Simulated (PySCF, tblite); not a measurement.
# C2H6O3SSi: geometry, infrared bands and NMR shifts

Aim: predict the infrared bands and NMR shifts of C2H6O3SSi (`C[Si@](O)(S)OC=O`).

Computed with tblite 0.8.0 and PySCF 2.14.0, with density-fitted response routines of our own, on a single molecule in the gas phase. Atoms count from 0, in the outputs and in this text.

### Step 1. Starting geometry

13 atoms, charge 0, multiplicity 1; geometry from: force field or distance geometry start.

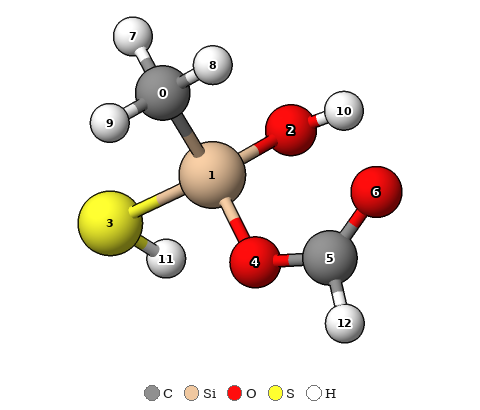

As it starts; carbon grey, silicon light orange, oxygen red, sulfur yellow, hydrogen white, atoms numbered.

### Step 2. Geometry optimisation with GFN2-xTB

The job: settings as JSON, then the geometry in Å.

```
{"job": {"kind": "relax", "xc": "GFN2-xTB", "basis": "xTB"}, "charge": 0, "multiplicity": 1}
C     -1.488900    -0.548700     0.726500
Si    -0.296100     0.420400    -0.299900
O      0.403500     1.673200     0.544900
S     -1.345700     1.304200    -1.939600
O      0.907300    -0.525000    -0.930100
C      1.883400    -1.062000    -0.186000
O      2.044300    -0.922800     1.017200
H     -2.294300     0.099400     1.109600
H     -1.001000    -1.006300     1.592900
H     -1.962200    -1.351400     0.149700
H      0.981100     1.405700     1.265100
H     -0.387100     2.168400    -2.251100
H      2.551200    -1.654700    -0.816900
```

Command:

```console
$ OMP_NUM_THREADS=1 python probes_run.py task.json out
```

One launch serves the whole session: the jobs run in the order shown.

Output:

```text
step      E/eV     max force
  0    -669.96145    2.378
  1    -670.03604    2.722
  2    -670.07021    0.660
  3    -670.07696    0.280
  4    -670.07969    0.171
  5    -670.08423    0.288
  6    -670.08732    0.213
  7    -670.09079    0.208
  8    -670.09390    0.202
  9    -670.09598    0.131
 10    -670.09692    0.064
 11    -670.09757    0.079
 12    -670.09833    0.107
 13    -670.09914    0.112
 14    -670.09982    0.066
 15    -670.10039    0.080
 16    -670.10101    0.084
 17    -670.10173    0.120
 18    -670.10242    0.099
 19    -670.10300    0.060
 20    -670.10346    0.056
 21    -670.10382    0.071
 22    -670.10409    0.060
 23    -670.10432    0.042
 24    -670.10457    0.055
 25    -670.10489    0.063
 26    -670.10518    0.068
 27    -670.10539    0.041
 28    -670.10552    0.033
 29    -670.10566    0.041
 30    -670.10582    0.055
 31    -670.10600    0.048
 32    -670.10615    0.036
 33    -670.10633    0.046
 34    -670.10653    0.054
 35    -670.10672    0.054
 36    -670.10683    0.033
 37    -670.10690    0.025
 38    -670.10698    0.029
 39    -670.10712    0.050
 40    -670.10737    0.057
 41    -670.10764    0.045
 42    -670.10785    0.036
 43    -670.10800    0.031
 44    -670.10812    0.031
 45    -670.10822    0.040
 46    -670.10833    0.035
 47    -670.10842    0.035
 48    -670.10851    0.031
 49    -670.10860    0.030
 50    -670.10869    0.034
 51    -670.10877    0.038
 52    -670.10886    0.038
 53    -670.10897    0.031
 54    -670.10907    0.026
 55    -670.10918    0.046
 56    -670.10932    0.054
 57    -670.10955    0.076
 58    -670.10985    0.059
 59    -670.11010    0.071
 60    -670.11023    0.023
 61    -670.11029    0.046
 62    -670.11035    0.021
 63    -670.11052    0.034
 64    -670.11065    0.032
 65    -670.11077    0.023
 66    -670.11085    0.028
 67    -670.11093    0.022
 68    -670.11106    0.038
 69    -670.11117    0.027
 70    -670.11129    0.050
 71    -670.11138    0.025
 72    -670.11145    0.018
 73    -670.11150    0.019
 74    -670.11155    0.029
 75    -670.11161    0.024
 76    -670.11166    0.023
 77    -670.11170    0.016
 78    -670.11174    0.020
 79    -670.11179    0.022
 80    -670.11188    0.026
 81    -670.11201    0.031
 82    -670.11212    0.020
 83    -670.11216    0.031
 84    -670.11215    0.030
 85    -670.11220    0.014
 86    -670.11220    0.014
 87    -670.11223    0.016
 88    -670.11225    0.012
 89    -670.11228    0.012
 90    -670.11230    0.013
 91    -670.11232    0.011
 92    -670.11234    0.012
 93    -670.11236    0.009
```

It took 2.1 s on 1 thread of Intel Xeon at 2.50GHz, shared host; peak memory 0.18 GiB.

The steps of the relaxation: (not every step is listed)

```tsv
step	energy from step 0 (eV)	largest force (eV/Å)
0	0.0000	2.3781
1	-0.0746	2.7218
2	-0.1088	0.6597
3	-0.1155	0.2799
4	-0.1182	0.1712
5	-0.1228	0.2884
6	-0.1259	0.2135
7	-0.1293	0.2083
8	-0.1324	0.2021
16	-0.1396	0.0842
24	-0.1431	0.0554
32	-0.1447	0.0355
40	-0.1459	0.0568
48	-0.1471	0.0307
56	-0.1479	0.0540
64	-0.1492	0.0319
72	-0.1500	0.0184
80	-0.1504	0.0264
88	-0.1508	0.0122
89	-0.1508	0.0124
90	-0.1508	0.0125
91	-0.1509	0.0107
92	-0.1509	0.0123
93	-0.1509	0.0093
```

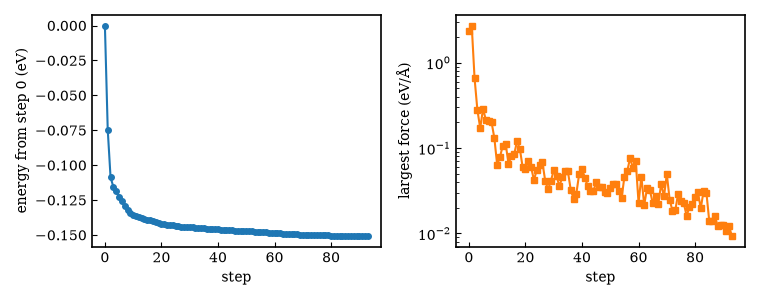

Energy and force, step by step.

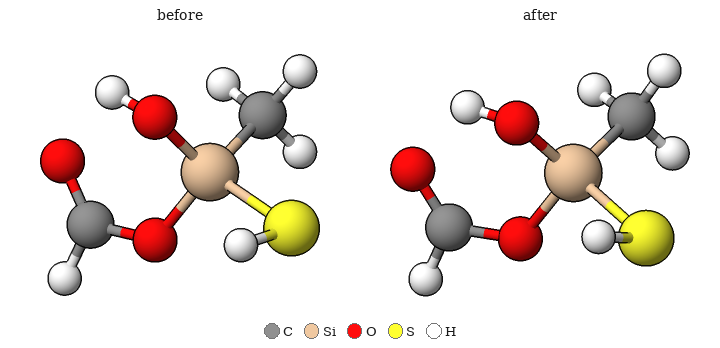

Before and after, at one scale.

Close pairs (by a distance rule), those that changed most:

```tsv
bond	before (Å)	after (Å)	change (Å)
Si1–O2	1.665	1.618	-0.047
C0–Si1	1.848	1.890	+0.042
Si1–O4	1.655	1.693	+0.038
O4–C5	1.340	1.306	-0.034
C5–O6	1.222	1.198	-0.024
C0–H7	1.102	1.085	-0.017
C0–H9	1.096	1.086	-0.010
C5–H12	1.093	1.103	+0.010
```

The next job starts from the end point, and lists it.

### Step 3. Harmonic vibrations with GFN2-xTB

The job: settings as JSON, then the geometry in Å.

```
{"job": {"kind": "ir", "xc": "GFN2-xTB", "basis": "xTB"}, "charge": 0, "multiplicity": 1}
C     -1.615365    -0.588305     0.738642
Si    -0.334497     0.382497    -0.255382
O      0.413408     1.587401     0.524227
S     -1.191799     1.249456    -2.008205
O      0.821546    -0.722820    -0.809480
C      1.939373    -0.981288    -0.185973
O      2.279853    -0.510031     0.861651
H     -2.353670     0.080000     1.170168
H     -1.149146    -1.142062     1.549541
H     -2.144263    -1.299462     0.111020
H      1.145141     1.363367     1.106412
H     -0.366801     2.282972    -2.066093
H      2.551831    -1.701238    -0.754257
```

Output:

```text
mode    cm-1     km/mol
  1     -45.1     40.72
  2      27.4      3.40
  3      94.2      0.12
  4     118.9      6.12
  5     141.7      4.97
  6     156.3      1.06
  7     182.3      3.31
  8     206.6     13.80
  9     238.4     37.19
 10     308.0     43.85
 11     425.1    150.85
 12     498.9     58.59
 13     616.5     96.24
 14     708.4     20.10
 15     730.3     81.11
 16     760.2     82.47
 17     814.8    101.26
 18     823.1     61.90
 19     869.4    341.13
 20     940.3    194.25
 21     945.2      5.97
 22    1203.8    456.27
 23    1356.2     27.88
 24    1376.3     33.85
 25    1460.1      3.13
 26    1466.3      1.40
 27    1762.0    531.36
 28    2472.7     78.06
 29    2829.5     98.88
 30    3031.4     16.06
 31    3047.5     10.18
 32    3055.6      7.96
 33    3522.1     63.74
```

Run time: 1.4 s. Hardware: 1 thread of Intel Xeon at 2.50GHz, shared host; peak memory 0.18 GiB.

The strongest bands and the atoms that carry them (share of the mass-weighted mode):

```tsv
cm⁻¹	km/mol	atoms
425	150.8	H10 81 %, O2 11 %
616	96.2	Si1 38 %, O4 31 %, C5 14 %
815	101.3	H10 33 %, H8 32 %, C0 12 %, H9 11 %
869	341.1	H10 44 %, H8 16 %, Si1 10 %
940	194.2	O2 43 %, Si1 42 %
1204	456.3	O4 48 %, C5 42 %
1762	531.4	C5 59 %, O6 39 %
2830	98.9	H12 93 %
```

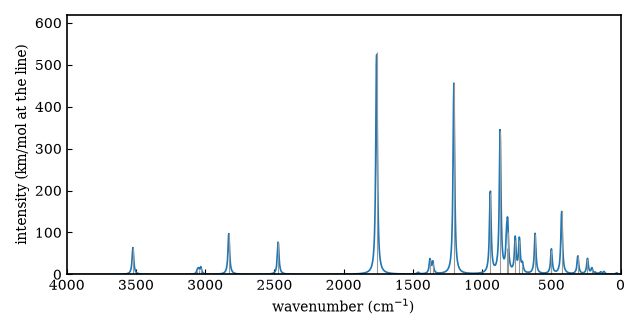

The infrared spectrum from these modes, unscaled. Lines are broadened to a width of 14 cm⁻¹ (Lorentzian).

### Step 4. Shielding tensors: PBE0/pcSseg-1

Settings changed since step 3:

```diff
@@ -1,2 +1,2 @@
-{"job": {"kind": "ir", "xc": "GFN2-xTB", "basis": "xTB"}, "charge": 0, "multiplicity": 1}
+{"job": {"kind": "nmr", "xc": "PBE0", "basis": "pcSseg-1"}, "charge": 0, "multiplicity": 1}
 C     -1.615365    -0.588305     0.738642
```

Level: GIAO PBE0/pcSseg-1 NMR shielding, non-relativistic, gas phase.

Output:

```text
coarse grid: 12400 points
cycle   1  E = -992.3749973035  dE =  1.116e+00  |g| = 1.124e+00  |ddm| = 3.313e+00
cycle   2  E = -992.0408033279  dE =  3.342e-01  |g| = 1.765e+00  |ddm| = 1.762e+00
cycle   3  E = -992.5870002476  dE = -5.462e-01  |g| = 3.041e-01  |ddm| = 1.201e+00
cycle   4  E = -992.6037526671  dE = -1.675e-02  |g| = 8.280e-02  |ddm| = 2.199e-01
cycle   5  E = -992.6047800967  dE = -1.027e-03  |g| = 2.529e-02  |ddm| = 5.883e-02
cycle   6  E = -992.6049215511  dE = -1.415e-04  |g| = 4.892e-03  |ddm| = 2.410e-02
cycle   7  E = -992.6049263976  dE = -4.846e-06  |g| = 1.378e-03  |ddm| = 4.560e-03
final grid: 111944 points
cycle   8  E = -992.6770993118  dE = -1.439e-05  |g| = 1.298e-02  |ddm| = 2.126e-02
cycle   9  E = -992.6770607041  dE =  3.861e-05  |g| = 1.948e-02  |ddm| = 1.962e-02
cycle  10  E = -992.6771291009  dE = -6.840e-05  |g| = 2.599e-03  |ddm| = 1.185e-02
cycle  11  E = -992.6771303378  dE = -1.237e-06  |g| = 3.960e-04  |ddm| = 1.681e-03
cycle  12  E = -992.6771303630  dE = -2.520e-08  |g| = 1.102e-04  |ddm| = 3.376e-04
cycle  13  E = -992.6771303657  dE = -2.722e-09  |g| = 2.459e-05  |ddm| = 1.216e-04
cycle  14  E = -992.6771303659  dE = -1.528e-10  |g| = 5.432e-06  |ddm| = 2.455e-05
converged SCF energy = -992.6771303659

GIAO shielding tensors (ppm)
atom      isotropic    diamagn.    paramagn.     s11        s22        s33       span
  0 C      183.405     257.154     -73.749    174.055    180.038    196.122     22.067
  1 Si     341.572     881.247    -539.676    303.626    339.030    382.059     78.432
  2 O      262.676     391.940    -129.264    235.894    268.867    283.268     47.373
  3 S      699.814    1058.298    -358.484    603.032    635.644    860.765    257.734
  4 O       83.713     403.637    -319.924    -59.923    149.678    161.385    221.307
  5 C       20.234     245.397    -225.163    -77.566     59.704     78.564    156.129
  6 O     -106.600     403.722    -510.322   -357.311   -219.139    256.652    613.963
  7 H       31.125      30.380       0.745     26.840     28.574     37.962     11.122
  8 H       31.183      32.491      -1.308     26.614     28.911     38.025     11.411
  9 H       31.221      31.070       0.151     26.951     28.961     37.750     10.799
 10 H       27.839      33.272      -5.433     18.127     23.745     41.645     23.517
 11 H       30.525      30.603      -0.078     22.928     27.169     41.477     18.550
 12 H       23.652      26.104      -2.451     18.952     23.454     28.552      9.600
```

Run time: 81 s. Hardware: 1 thread of Intel Xeon at 2.50GHz, shared host; peak memory 0.74 GiB.

Shifts follow as δ = σ(reference) − σ, with reference shieldings (ppm) from runs at the same level and on the same kind of geometry: 1H TMS 31.72, 13C TMS 186.9, 29Si TMS 349.2, 17O H2O 336.1, 33S CS2 504. The references are single molecules in the gas phase, so shifts against H2O, NH3, PH3, H3PO4 or CFCl3 are not on the usual liquid scales and can be off by tens of ppm. Atoms listed in one row are averaged.

```tsv
atoms	environment	σ (ppm)	δ (ppm)	δ scaled to CDCl3
C5	carbonyl carbon	20.2	166.7	160.8
C0	methyl carbon bonded to Si	183.4	3.5	1.5
H12	hydrogen on a carbonyl carbon	23.65	8.06	7.71
H10	hydrogen on an oxygen bonded to Si	27.84	3.88	–
H11	hydrogen on a sulfur bonded to Si	30.52	1.19	–
H7, H8, H9	hydrogen on a methyl carbon bonded to Si	31.18	0.54	0.61
Si1	silicon bonded to C, 2 O, S	341.6	7.6	–
O6	carbonyl oxygen	-106.6	442.7	–
O4	oxygen bonded to C, Si	83.7	252.4	–
O2	oxygen bonded to Si, H	262.7	73.4	–
S3	sulfur bonded to Si, H	700	-196	–
```

The scaled column applies a straight-line fit of computed shieldings to shifts measured in CDCl3, with any fitted terms for Cl, Br or S neighbours (root-mean-square error 0.16 ppm for H, 1.9 ppm for C).

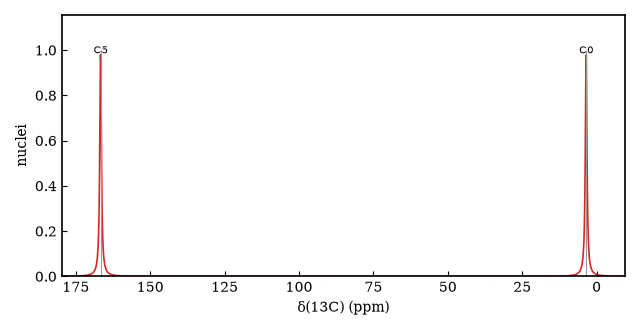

13C lines at the computed shifts, without couplings. Lines are broadened to a width of 0.65 ppm (Lorentzian).

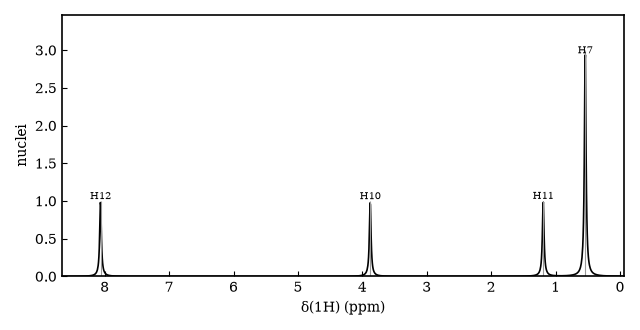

1H lines at the computed shifts, without couplings. Lines are broadened to a width of 0.03 ppm (Lorentzian).

Charges from the same density, by scheme (e):

```tsv
atoms	Mulliken	IAO	Hirshfeld	ESP fit
C0	-0.64	-0.76	-0.21	-0.65
Si1	1.11	1.35	0.47	1.08
O2	-0.54	-0.79	-0.31	-0.82
S3	-0.39	-0.33	-0.14	-0.45
O4	-0.55	-0.57	-0.19	-0.62
C5	0.45	0.42	0.19	0.71
O6	-0.44	-0.46	-0.25	-0.58
```

ESP fit charges:

C0 -0.65; Si1 1.08; O2 -0.82; S3 -0.45; O4 -0.62; C5 0.71; O6 -0.58; H7 0.14; H8 0.18; H9 0.20; H10 0.53; H11 0.25; H12 0.03

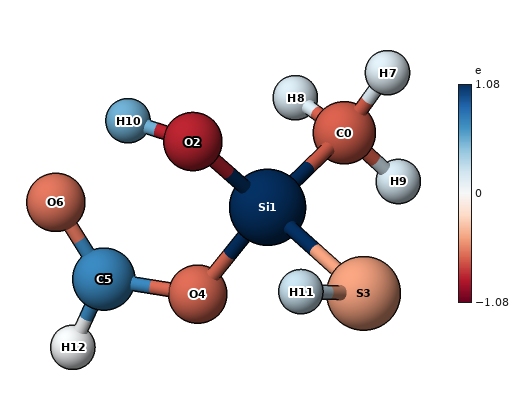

ESP fit charges, as colours on the atoms.

Mayer bond orders: C0–Si1 0.97, Si1–O2 1.12, Si1–S3 1.05, Si1–O4 0.77, O4–C5 1.15, C5–O6 1.92.

Orbitals, density, ELF and potential are computed afterwards from the orbital file.

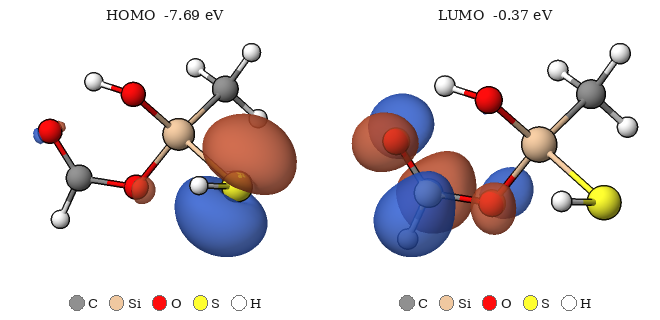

Frontier orbitals at PBE0/pcSseg-1; each surface holds 70 % of the orbital's density, blue and red mark the sign.

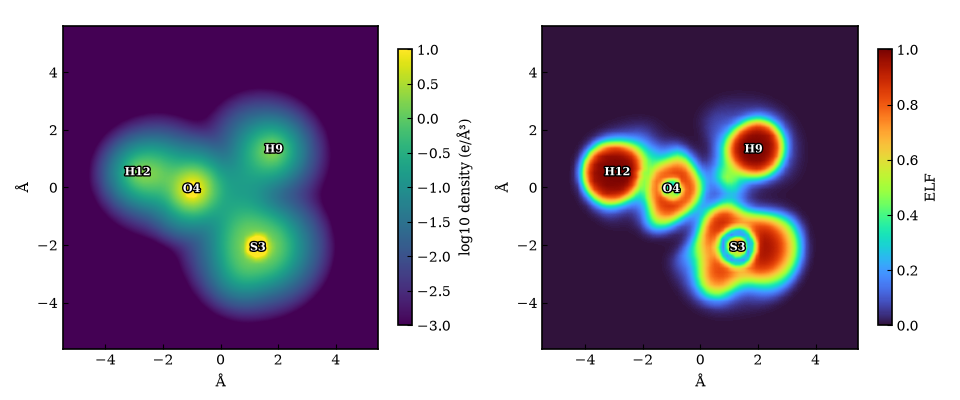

Density (left) and ELF (right) in a plane through or near 4 of the atoms.

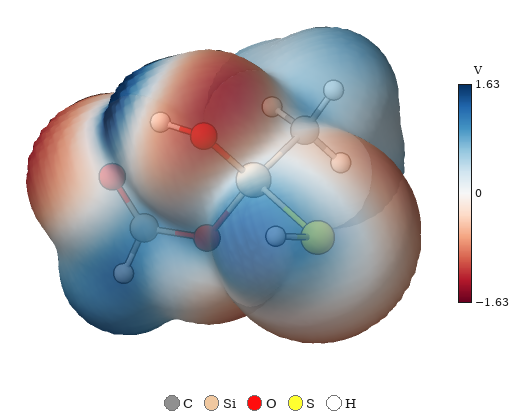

Electrostatic potential on the surface of density 0.002 e/bohr³; red is low, blue high. It runs from -1.23 V near O6 to 1.63 V near H10.

### Step 5. Outcome

```
                                                              quantity                       value
                             strongest single infrared mode (GFN2-xTB)       1762 cm⁻¹, 531 km/mol
                                          zero-point energy (GFN2-xTB)               51.7 kcal/mol
                                13C shifts against TMS (PBE0/pcSseg-1)              166.7, 3.5 ppm
1H shifts against TMS (PBE0/pcSseg-1, means over atoms taken as alike)  8.06, 3.88, 1.19, 0.54 ppm
                               29Si shifts against TMS (PBE0/pcSseg-1)                     7.6 ppm
                                17O shifts against H2O (PBE0/pcSseg-1)      442.7, 252.4, 73.4 ppm
                                33S shifts against CS2 (PBE0/pcSseg-1)                    -196 ppm
                                 surface potential, least and greatest          -1.23 V and 1.63 V
```

**Reading.** Over 93 steps the energy fell by 0.151 eV; of the close pairs, Si1–O2 changed most, 1.665 to 1.618 Å. The lowest mode is imaginary (45i cm⁻¹), so the xTB geometry is not a minimum. The strongest single mode, at 1762 cm⁻¹, moves mainly C5 and O6. Unscaled tight-binding wavenumbers are off by several per cent, some by more. Its intensities can rank the bands wrongly. At PBE0/pcSseg-1: The widest tensor belongs to O6: span 614 ppm, with a paramagnetic part of -510 ppm. By nearest atom (PBE0/pcSseg-1), the HOMO sits on S3 80 %; H11 10 % and the LUMO on C5 43 %; O6 26 %.
